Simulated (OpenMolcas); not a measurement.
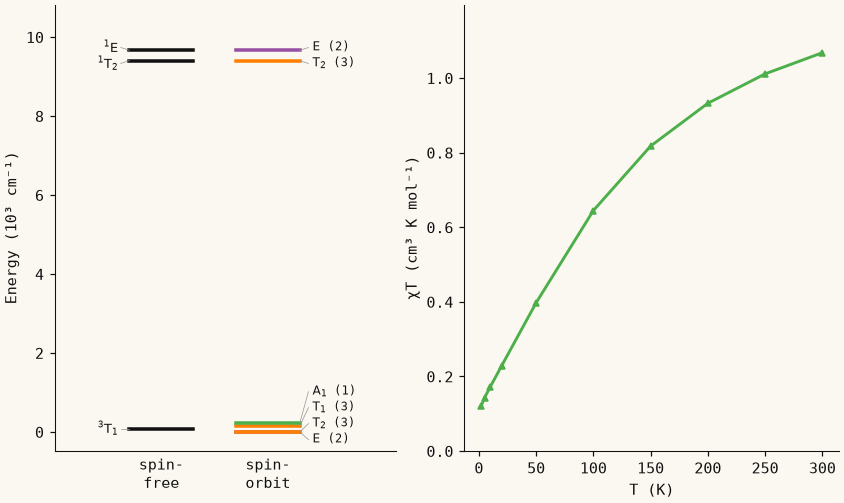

Levels of a 3d ion of charge +2 as a dopant in LiF, a cluster with its 6 nearest F⁻ at 1.976 Å (octahedron) embedded in model potentials and point charges; the geometry was set, not optimised. Labels give the representation in O, Td, D4 or D3 as the site allows (double group for half-integer spin) where it could be assigned and, in brackets, the degeneracy; spin-free states, where drawn, share the zero of the spin-orbit levels. Computed with OpenMolcas: state-averaged SS-CASPT2, IPEA shift 0.25, imaginary shift 0.1 hartree, the open shell active, basis ANO-RCC-VDZP on all atoms, DKH2 scalar Hamiltonian, spin-orbit coupling by RASSI with atomic mean-field integrals. Powder susceptibility by Van Vleck's formula.

### Which ion is the dopant?

Ti²⁺ (3d²). The ground level is E, doubly degenerate, 100 % from states of spin multiplicity 3. Its principal g values are all close to zero. The next level lies at 1.3 cm⁻¹ (T₂). The lowest spin-free state is ³T₁. A ligand-field fit to the spin-free states gives |10Dq| = 22,300 cm⁻¹, B = 676 and C = 2,540 cm⁻¹ (rms misfit 200 cm⁻¹). χT is 0.121 cm³ K mol⁻¹ at 2 K and 1.07 at 300 K, an effective moment of 2.92 μB.

Limits of the model: the geometry is set by hand, with no relaxation and no charge compensation.
